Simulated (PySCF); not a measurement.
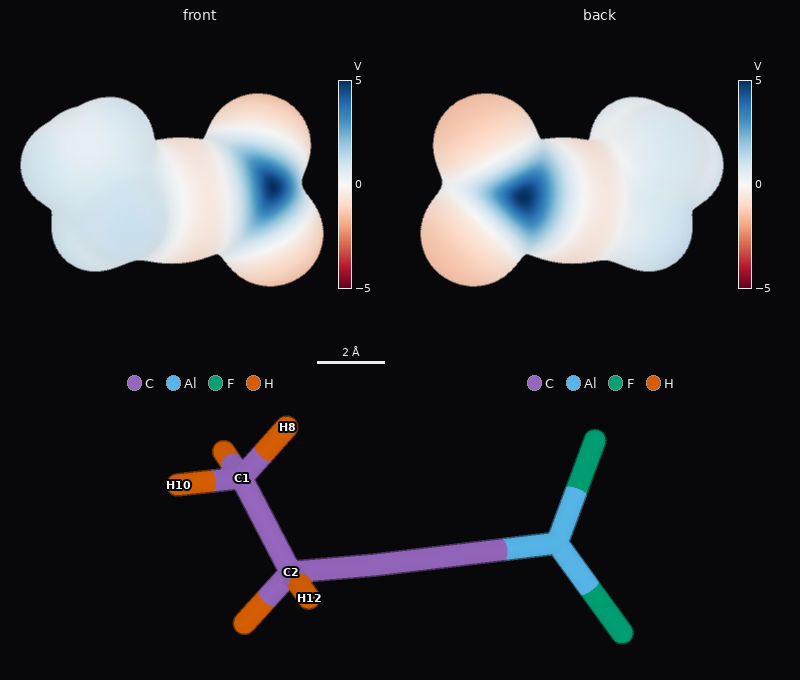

Figure. C4H5AlF2 (SMILES CCC#[C][Al]([F])[F]). The molecular electrostatic potential painted on the density surface at 0.002 e/bohr³, seen from the front and from behind; red is negative and blue positive. The bare structure is drawn below in the same view.

Geometry: GFN2-xTB.

All numbers below come from PBE0/pcSseg-1, SCF density, gas phase, non-relativistic in PySCF.

The calculation's input:

```
{"job": {"kind": "nmr", "xc": "PBE0", "basis": "pcSseg-1"}, "charge": 0, "multiplicity": 1}
C     -2.092772     0.314956     0.075343
C     -1.145596    -0.856449     0.343538
C      0.237024    -0.443123     0.239223
C      1.383923    -0.066821     0.143511
Al     3.192554     0.532172     0.017127
F      3.576206     2.120141    -0.190563
F      4.473000    -0.498749     0.112799
H     -1.929936     1.108682     0.800575
H     -1.922693     0.719189    -0.919760
H     -3.126115    -0.016463     0.145950
H     -1.328045    -1.659158    -0.376920
H     -1.316351    -1.255065     1.347870
```

Run with:

```sh
OMP_NUM_THREADS=1 python probes_run.py task.json out
```

Which sites attract a positive test charge, and which a negative one?

A positive charge is drawn to the negative regions and a negative charge to the positive ones. The most negative region (about −1.4 V) lies over F6 and F7, the most positive (about +4.7 V) over Al5.

What dipole moment does the calculation give?

Its dipole moment is 3.73 D.
